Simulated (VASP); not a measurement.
Band structure of H4BrN (space group P-43m). Level of theory: PBEsol GGA, VASP's PBE PAW potentials (set 64) (plane waves; VASP 6.6.1).

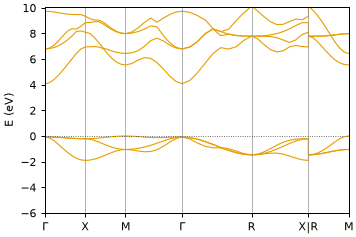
Figure. Bands along high-symmetry lines, zero at the valence-band maximum or, without a gap, the Fermi level

**Question.** Read the plot: is there a gap, and where are the band edges?

**Answer.** The gap is indirect, 4.08 eV, from the valence maximum at M to the conduction minimum at Γ.

The structure comes from a computed database's H4BrN entry (P-43m); how it stands against other phases isn't given here. The cell was not relaxed at this level.
